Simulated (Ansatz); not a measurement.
# Run report: CH6AlFSi, nudged elastic band

The run: nudged elastic band of CH6AlFSi, SMILES [CH3][Al]([F])[SiH3]. Method and program: RKS PBE0-D4/def2-SVP (Ansatz 0.2.0).

One setting was made poor on purpose. It belongs to a series of runs on one base structure; here: band between the two ends. Figures and captions count atoms from 1; the log counts them from 0 in places.

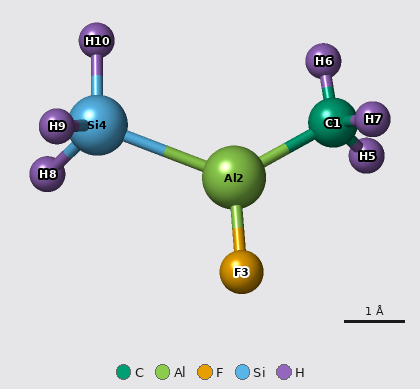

**Figure 1.** The structure as given in the input (ball-and-stick view, seen at a tilt; atoms are numbered from 1 in the order of the input). Sticks mark near contacts. Bond lengths as drawn: Al–C 1.94 Å, Al–F 1.67 Å, Al–Si 2.45 Å, C–H 1.10 Å and H–Si 1.50 Å.

### Input
```yaml
crystal:
  periodic: [false, false, false]
  atoms:
    - { symbol: C, position_ang: [0.06289, 1.431281, -1.345686] }
    - { symbol: Al, position_ang: [0.69946, 0.294486, 0.095957] }
    - { symbol: F, position_ang: [2.244103, 0.588723, 0.672623] }
    - { symbol: Si, position_ang: [-0.492668, -1.541362, 1.193188] }
    - { symbol: H, position_ang: [0.735939, 1.368552, -2.217727] }
    - { symbol: H, position_ang: [-0.952773, 1.16896, -1.680461] }
    - { symbol: H, position_ang: [0.054313, 2.48889, -1.031091] }
    - { symbol: H, position_ang: [0.245172, -2.837018, 1.040131] }
    - { symbol: H, position_ang: [-0.650813, -1.286074, 2.661621] }
    - { symbol: H, position_ang: [-1.862423, -1.727636, 0.614246] }
basis:
  gaussian: { orbitals: def2-SVP }
hamiltonian:
  xc: pbe0
  dispersion: d4
neb:
  order_check: false
  images: 7
  f_tol: 0.05
  max_iterations: 60
  initial_path: idpp
  max_displacement: 0.02
  optimiser: fire
  final_atoms:
    - { symbol: C, position_ang: [0.06294248, 1.43456376, -1.34536528] }
    - { symbol: Al, position_ang: [0.62226563, 0.39093808, 0.19625848] }
    - { symbol: F, position_ang: [2.00133181, 0.90099627, 0.99810834] }
    - { symbol: Si, position_ang: [-0.44551859, -1.60578068, 1.12797146] }
    - { symbol: H, position_ang: [-0.86092487, 1.05291394, -1.80747352] }
    - { symbol: H, position_ang: [-0.10839915, 2.48723576, -1.06243046] }
    - { symbol: H, position_ang: [0.85135467, 1.44115696, -2.11735674] }
    - { symbol: H, position_ang: [0.48262264, -2.78217691, 1.09209509] }
    - { symbol: H, position_ang: [-0.84289804, -1.39278371, 2.55737559] }
    - { symbol: H, position_ang: [-1.67957658, -1.97826147, 0.36361804] }
```

Hardware: 2 threads of Arm Neoverse V2, 24 GiB of memory available, shared host.

Run as:
```bash
ansatz run input.yaml --threads 2 --pin off --max-ram 3072MiB --backend cpu --events-out ev --progress --plain --runs-dir out
```

### What the program printed
```
Engine: ansatz 0.2.0, aarch64-unknown-linux-gnu
Functional definition: PBE0
  parameter a = 0.25
  parameter kappa = 0.804
  parameter beta = 0.06672455060314922
  exchange = (1 - a)*pbe_x(kappa = kappa, mu = beta*pi^2/3) + a*exact_x
  correlation = pbe_c(beta = beta)
973 factors; integrals over basis functions are off by at most 3.5e-4 eV
mean field evaluation 1: about -18304.0488 eV, gradient 5.4e1 eV
mean field evaluation 2: about -18299.2087 eV, gradient 7.3e1 eV
mean field evaluation 4: about -18310.2783 eV, gradient 2.9e0 eV
mean field evaluation 8: about -18310.3050 eV, gradient 5.4e-2 eV
mean field -18310.30500757 eV, -672.8912978578 hartree, gradient 1.1e-5 eV, S^2 0.000000; 0 other end points of the search recorded, 0 dependent functions left out
the calculation of the forces begins
reference -18310.30503898 eV, -672.8912990120 hartree; 24, 24 occupied and 70, 70 virtual orbitals, 973 factors
973 factors; integrals over basis functions are off by at most 7.7e-4 eV
mean field evaluation 16: about -18304.0486 eV, gradient 5.4e1 eV
mean field -18310.30508682 eV, -672.8913007699 hartree, gradient 1.1e-5 eV, S^2 0.000000; 0 other end points of the search recorded, 0 dependent functions left out
[... from here on the field's lines of each further geometry are left out, up to the last ...]
NEB iter   1: max|band force component| = 3.343e-1 eV/Å  barrier→ = 0.0113 eV  barrier← = 0.0113 eV  CI = image 4  Δτ_max = 0.0061 Å  (216 SCF iters)
NEB iter   2: max|band force component| = 1.430e-1 eV/Å  barrier→ = 0.0082 eV  barrier← = 0.0083 eV  CI = image 4  Δτ_max = 0.0070 Å  (154 SCF iters)
NEB iter   3: max|band force component| = 2.514e-1 eV/Å  barrier→ = 0.0071 eV  barrier← = 0.0071 eV  CI = image 4  Δτ_max = 0.0011 Å  (156 SCF iters)
NEB iter   4: max|band force component| = 2.006e-1 eV/Å  barrier→ = 0.0063 eV  barrier← = 0.0064 eV  CI = image 4  Δτ_max = 0.0019 Å  (127 SCF iters)
NEB iter   5: max|band force component| = 1.160e-1 eV/Å  barrier→ = 0.0054 eV  barrier← = 0.0054 eV  CI = image 4  Δτ_max = 0.0024 Å  (148 SCF iters)
NEB iter   6: max|band force component| = 1.229e-1 eV/Å  barrier→ = 0.0049 eV  barrier← = 0.0049 eV  CI = image 4  Δτ_max = 0.0023 Å  (146 SCF iters)
NEB iter   7: max|band force component| = 1.908e-1 eV/Å  barrier→ = 0.0047 eV  barrier← = 0.0047 eV  CI = image 4  Δτ_max = 0.0019 Å  (144 SCF iters)
NEB iter   8: max|band force component| = 1.980e-1 eV/Å  barrier→ = 0.0043 eV  barrier← = 0.0043 eV  CI = image 4  Δτ_max = 0.0024 Å  (130 SCF iters)
NEB iter   9: max|band force component| = 1.461e-1 eV/Å  barrier→ = 0.0036 eV  barrier← = 0.0036 eV  CI = image 4  Δτ_max = 0.0035 Å  (126 SCF iters)
NEB iter  10: max|band force component| = 5.886e-2 eV/Å  barrier→ = 0.0028 eV  barrier← = 0.0028 eV  CI = image 4  Δτ_max = 0.0040 Å  (143 SCF iters)
NEB iter  11: max|band force component| = 9.762e-2 eV/Å  barrier→ = 0.0024 eV  barrier← = 0.0025 eV  CI = image 4  Δτ_max = 0.0006 Å  (147 SCF iters)
NEB iter  12: max|band force component| = 6.681e-2 eV/Å  barrier→ = 0.0023 eV  barrier← = 0.0023 eV  CI = image 4  Δτ_max = 0.0010 Å  (120 SCF iters)
NEB iter  13: max|band force component| = 3.096e-2 eV/Å  barrier→ = 0.0022 eV  barrier← = 0.0022 eV  CI = image 4  Δτ_max = 0.0200 Å  (124 SCF iters)
NEB iter  14: max|band force component| = 2.961e-2 eV/Å  barrier→ = 0.0019 eV  barrier← = 0.0020 eV  CI = image 3  Δτ_max = 0.0200 Å  (28 SCF iters)
NEB iter  15: max|band force component| = 4.484e-2 eV/Å  barrier→ = 0.0019 eV  barrier← = 0.0019 eV  CI = image 5  Δτ_max = 0.0200 Å  (27 SCF iters)
NEB iter  16: max|band force component| = 4.484e-2 eV/Å  barrier→ = 0.0012 eV  barrier← = 0.0012 eV  CI = image 2  Δτ_max = 0.0200 Å  (27 SCF iters)
NEB iter  17: max|band force component| = 3.875e-2 eV/Å  barrier→ = 0.0012 eV  barrier← = 0.0012 eV  CI = image 6  Δτ_max = 0.0200 Å  (27 SCF iters)
NEB iter  18: max|band force component| = 3.694e-2 eV/Å  barrier→ = 0.0008 eV  barrier← = 0.0008 eV  CI = image 4  Δτ_max = 0.0200 Å  (27 SCF iters)
the calculation of the forces begins
reference -18310.30482877 eV, -672.8912912869 hartree; 24, 24 occupied and 70, 70 virtual orbitals, 973 factors
973 factors; integrals over basis functions are off by at most 4.6e-4 eV
mean field -18310.30454087 eV, -672.8912807070 hartree, gradient 6.3e-6 eV, S^2 0.000000; 1 other end points of the search recorded, 0 dependent functions left out
the calculation of the forces begins
reference -18310.30457246 eV, -672.8912818678 hartree; 24, 24 occupied and 70, 70 virtual orbitals, 973 factors
NEB iter  19: max|band force component| = 3.088e-2 eV/Å  barrier→ = 0.0006 eV  barrier← = 0.0007 eV  CI = image 3  Δτ_max = 0.0000 Å  (202 SCF iters)
```

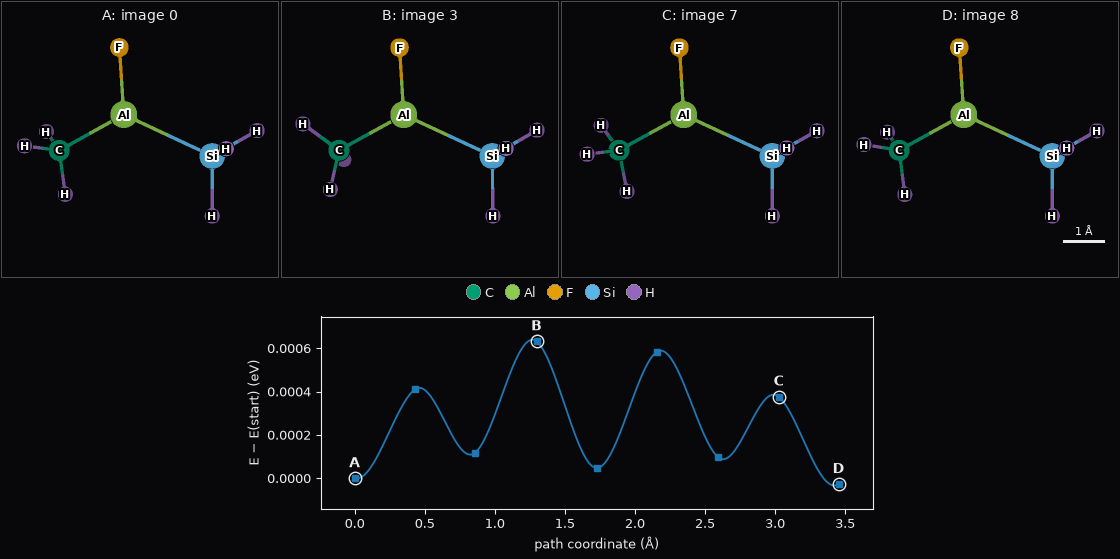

**Figure 2.** Images of the last band (counted from 0; ball-and-stick, seen at a tilt) above the energy along the path; the line is a cubic interpolation that uses the forces. The highest image is number 3, 0.001 eV above the start and 0.001 eV above the end (the climbing image); start and end have the same energy. The path is 3.45 Å long. The band converged in 19 iterations.

```
Total energy: -18310.44648707 eV, -672.8964971335 hartree
Atom 0 at    -0.027970     1.551758    -1.216667 Å, force     0.001016     0.006268     0.016884 eV/Å
Atom 1 at     0.615282     0.398713     0.212460 Å, force     0.001783     0.013097    -0.027547 eV/Å
Atom 2 at     2.007908     0.879828     1.008801 Å, force    -0.003789    -0.011897     0.005111 eV/Å
Atom 3 at    -0.352818    -1.707920     1.002317 Å, force     0.001833     0.000477     0.003461 eV/Å
Atom 4 at     0.189890     1.115506    -2.207104 Å, force     0.011766    -0.016983     0.012691 eV/Å
Atom 5 at    -1.119356     1.702049    -1.173838 Å, force     0.000756    -0.006862     0.012027 eV/Å
Atom 6 at     0.460856     2.537897    -1.174261 Å, force    -0.010052     0.012341    -0.018048 eV/Å
Atom 7 at     0.620296    -2.838457     0.855462 Å, force    -0.000235     0.002726     0.001177 eV/Å
Atom 8 at    -0.719508    -1.616894     2.452939 Å, force    -0.000467    -0.003190    -0.002309 eV/Å
Atom 9 at    -1.591378    -2.073678     0.242694 Å, force    -0.002609     0.004022    -0.003446 eV/Å
Dipole moment:    -0.252403     0.067191    -0.264533 e Å
this run last wrote the band of iteration 19 to [file]; this run last wrote the band within `neb.f_tol` of iteration 18 to [file]
```

### The last band as extended XYZ (Å, eV, eV/Å)
```
10
Properties=species:S:1:pos:R:3:forces:R:3 image=0 energy=-18310.44709
C     0.0629    1.4313   -1.3457   -0.0013   0.0073  -0.0087
Al    0.6995    0.2945    0.0960    0.0029  -0.0042   0.0054
F     2.2441    0.5887    0.6726   -0.0017   0.0015  -0.0025
Si   -0.4927   -1.5414    1.1932   -0.0027  -0.0056   0.0037
H     0.7359    1.3686   -2.2177    0.0012  -0.0009   0.0015
H    -0.9528    1.1690   -1.6805   -0.0005   0.0018  -0.0018
H     0.0543    2.4889   -1.0311    0.0008  -0.0002   0.0014
H     0.2452   -2.8370    1.0401    0.0002   0.0010   0.0003
H    -0.6508   -1.2861    2.6616    0.0005  -0.0001  -0.0005
H    -1.8624   -1.7276    0.6142    0.0007  -0.0007   0.0012
10
Properties=species:S:1:pos:R:3:forces:R:3 image=1 energy=-18310.44668
C     0.0329    1.4744   -1.3056    0.0034   0.0081   0.0104
Al    0.6729    0.3285    0.1302   -0.0103   0.0024   0.0012
F     2.1720    0.6922    0.7830   -0.0026   0.0011  -0.0147
Si   -0.4504   -1.6026    1.1345   -0.0028  -0.0036  -0.0048
H     0.5817    1.2756   -2.2426    0.0109  -0.0120   0.0163
H    -1.0400    1.3447   -1.5183    0.0056  -0.0098   0.0123
H     0.2101    2.5336   -1.0551   -0.0040   0.0126  -0.0137
H     0.3681   -2.8488    0.9799   -0.0013   0.0020  -0.0004
H    -0.6814   -1.3974    2.6015    0.0035   0.0042  -0.0091
H    -1.7828   -1.8513    0.4952   -0.0023  -0.0051   0.0024
10
Properties=species:S:1:pos:R:3:forces:R:3 image=2 energy=-18310.44697
C     0.0021    1.5175   -1.2563   -0.0043   0.0007   0.0185
Al    0.6440    0.3688    0.1760    0.0044   0.0035  -0.0317
F     2.1001    0.7887    0.8889   -0.0027  -0.0085   0.0065
Si   -0.4050   -1.6574    1.0665    0.0012  -0.0003   0.0050
H     0.3998    1.1804   -2.2297    0.0109  -0.0117   0.0109
H    -1.0963    1.5182   -1.3423   -0.0002  -0.0003   0.0064
H     0.3437    2.5549   -1.1103   -0.0087   0.0117  -0.0147
H     0.4936   -2.8474    0.9146    0.0012   0.0046   0.0016
H    -0.7053   -1.5049    2.5272   -0.0016  -0.0052  -0.0011
H    -1.6934   -1.9699    0.3681   -0.0003   0.0054  -0.0015
10
Properties=species:S:1:pos:R:3:forces:R:3 image=3 energy=-18310.44646
C    -0.0280    1.5518   -1.2167    0.0010   0.0063   0.0169
Al    0.6153    0.3987    0.2125    0.0018   0.0131  -0.0275
F     2.0079    0.8798    1.0088   -0.0038  -0.0119   0.0051
Si   -0.3528   -1.7079    1.0023    0.0018   0.0005   0.0035
H     0.1899    1.1155   -2.2071    0.0118  -0.0170   0.0127
H    -1.1194    1.7020   -1.1738    0.0008  -0.0069   0.0120
H     0.4609    2.5379   -1.1743   -0.0101   0.0123  -0.0180
H     0.6203   -2.8385    0.8555   -0.0002   0.0027   0.0012
H    -0.7195   -1.6169    2.4529   -0.0005  -0.0032  -0.0023
H    -1.5914   -2.0737    0.2427   -0.0026   0.0040  -0.0034
10
Properties=species:S:1:pos:R:3:forces:R:3 image=4 energy=-18310.44704
C    -0.0575    1.5814   -1.1762   -0.0034  -0.0162   0.0090
Al    0.5909    0.4295    0.2498    0.0042   0.0075  -0.0010
F     1.9101    0.9541    1.1374    0.0046   0.0028   0.0023
Si   -0.2972   -1.7481    0.9333    0.0028   0.0029   0.0006
H    -0.0289    1.0606   -2.1486    0.0034   0.0012  -0.0035
H    -1.1102    1.8651   -1.0066   -0.0009   0.0044   0.0014
H     0.5367    2.5042   -1.2635   -0.0045   0.0013  -0.0054
H     0.7453   -2.8162    0.7949   -0.0029  -0.0036  -0.0007
H    -0.7245   -1.7232    2.3697   -0.0033  -0.0034  -0.0002
H    -1.4815   -2.1586    0.1124   -0.0001   0.0033  -0.0025
10
Properties=species:S:1:pos:R:3:forces:R:3 image=5 energy=-18310.44650
C    -0.0983    1.6043   -1.1423    0.0158  -0.0058   0.0004
Al    0.5496    0.4466    0.2809   -0.0122   0.0252  -0.0109
F     1.7899    1.0399    1.2373   -0.0030  -0.0124   0.0057
Si   -0.2341   -1.7960    0.8770    0.0029  -0.0008   0.0014
H    -0.2550    1.0589   -2.0875    0.0052  -0.0105   0.0063
H    -1.0704    2.0538   -0.8745    0.0029  -0.0098   0.0194
H     0.6075    2.4290   -1.3291   -0.0099   0.0110  -0.0172
H     0.8728   -2.7989    0.7500   -0.0034  -0.0010   0.0014
H    -0.7198   -1.8406    2.2942    0.0024   0.0007  -0.0018
H    -1.3591   -2.2481   -0.0033   -0.0009   0.0035  -0.0048
10
Properties=species:S:1:pos:R:3:forces:R:3 image=6 energy=-18310.44699
C    -0.1414    1.6245   -1.1048    0.0132  -0.0125  -0.0002
Al    0.5105    0.4660    0.3150   -0.0205   0.0234  -0.0044
F     1.6663    1.1069    1.3437    0.0002  -0.0106   0.0047
Si   -0.1682   -1.8333    0.8165    0.0041  -0.0024   0.0023
H    -0.4845    1.0641   -1.9891    0.0043  -0.0041   0.0008
H    -0.9996    2.2225   -0.7507    0.0042  -0.0067   0.0158
H     0.6386    2.3359   -1.4204   -0.0073   0.0096  -0.0153
H     0.9987   -2.7682    0.7077   -0.0041  -0.0035   0.0018
H    -0.7089   -1.9501    2.2095    0.0040   0.0022  -0.0018
H    -1.2282   -2.3196   -0.1244    0.0019   0.0047  -0.0037
10
Properties=species:S:1:pos:R:3:forces:R:3 image=7 energy=-18310.44671
C    -0.1968    1.6460   -1.0633    0.0130   0.0001   0.0000
Al    0.4582    0.4848    0.3533   -0.0003  -0.0051  -0.0091
F     1.5457    1.1505    1.4397   -0.0115   0.0078  -0.0054
Si   -0.0953   -1.8666    0.7595   -0.0060  -0.0010  -0.0009
H    -0.7063    1.0993   -1.8724    0.0057  -0.0104   0.0125
H    -0.9109    2.3878   -0.6650    0.0085  -0.0104   0.0178
H     0.6375    2.2169   -1.5039   -0.0046   0.0123  -0.0121
H     1.1244   -2.7344    0.6761   -0.0041   0.0097  -0.0013
H    -0.6887   -2.0585    2.1225    0.0004   0.0014  -0.0029
H    -1.0846   -2.3770   -0.2438   -0.0012  -0.0043   0.0014
10
Properties=species:S:1:pos:R:3:forces:R:3 image=8 energy=-18310.44711
C    -0.0948    1.5977   -1.1428   -0.0119   0.0017  -0.0029
Al    0.5508    0.4416    0.2802    0.0017   0.0084  -0.0034
F     1.8105    1.0234    1.2180    0.0001  -0.0004   0.0001
Si   -0.2518   -1.7914    0.8842   -0.0014  -0.0094   0.0052
H    -0.9358    1.1585   -1.7019    0.0040   0.0017  -0.0027
H    -0.4269    2.5683   -0.7364    0.0048  -0.0029   0.0035
H     0.7129    1.8180   -1.8616    0.0015  -0.0026   0.0023
H     0.8371   -2.8125    0.7493    0.0006   0.0003  -0.0006
H    -0.7294   -1.8316    2.3043    0.0001   0.0014  -0.0012
H    -1.3895   -2.2233    0.0095    0.0006   0.0018  -0.0003
```

### Key numbers

| quantity | value |
| --- | --- |
| outcome | converged |
| barrier, forward | 0.001 eV |
| barrier, backward | 0.001 eV |
| wall time | 2.7 min (CPU time 5.2 min) |
| peak memory | 0.19 GiB |

A deliberately poor setting: step length. The order of the saddle point was not checked.
